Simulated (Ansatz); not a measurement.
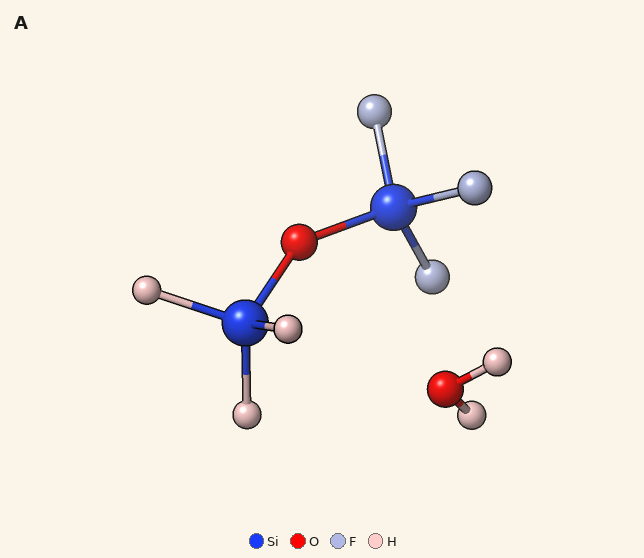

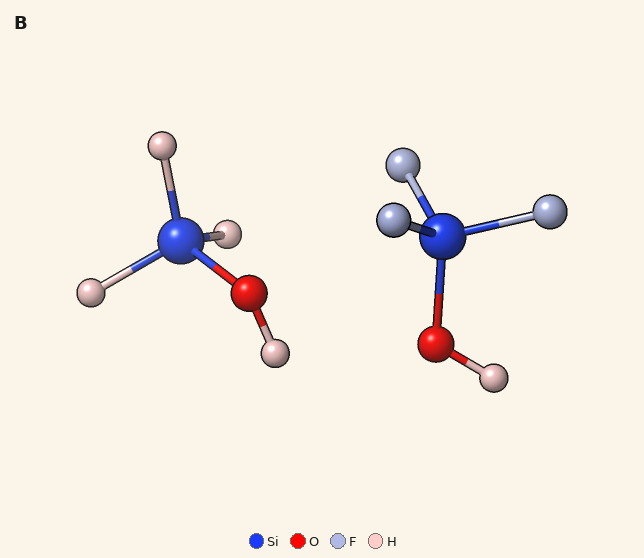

2 stationary structures of one formula. Geometries: PBE0-D4/def2-TZVP. Electronic energies: CCSD(T)/CBS (MP2 limit from def2-TZVPP and def2-QZVPP plus CCSD(T) − MP2) (Ansatz 0.2.0), without zero-point energy. Each is one conformer, not always the lowest.

> Which structure is the most stable?

A is lowest (a minimum); B lies 32.7 kJ/mol above it (a minimum).

Give E(B) − E(A) in kJ/mol at these levels too: PBE-D4/STO-3G; direct RPA on PBE orbitals (frozen core)/def2-TZVPP; PBE-QIDH (frozen core)/def2-TZVPP; RHF-CCSD(T) (frozen core)/def2-TZVPP; B97M-V/def2-TZVPP; ωB97X-V/def2-TZVPP; r2SCAN0-D4/def2-TZVPP; ωB97M-V/def2-TZVPP.

```json
{"level": "PBE-D4/STO-3G", "E(B) − E(A) (kJ/mol)": "+16.4"}
{"level": "direct RPA on PBE orbitals (frozen core)/def2-TZVPP", "E(B) − E(A) (kJ/mol)": "+30.8"}
{"level": "PBE-QIDH (frozen core)/def2-TZVPP", "E(B) − E(A) (kJ/mol)": "+30.9"}
{"level": "RHF-CCSD(T) (frozen core)/def2-TZVPP", "E(B) − E(A) (kJ/mol)": "+31.6"}
{"level": "B97M-V/def2-TZVPP", "E(B) − E(A) (kJ/mol)": "+30.1"}
{"level": "ωB97X-V/def2-TZVPP", "E(B) − E(A) (kJ/mol)": "+30.9"}
{"level": "r2SCAN0-D4/def2-TZVPP", "E(B) − E(A) (kJ/mol)": "+31.2"}
{"level": "ωB97M-V/def2-TZVPP", "E(B) − E(A) (kJ/mol)": "+31.2"}
```
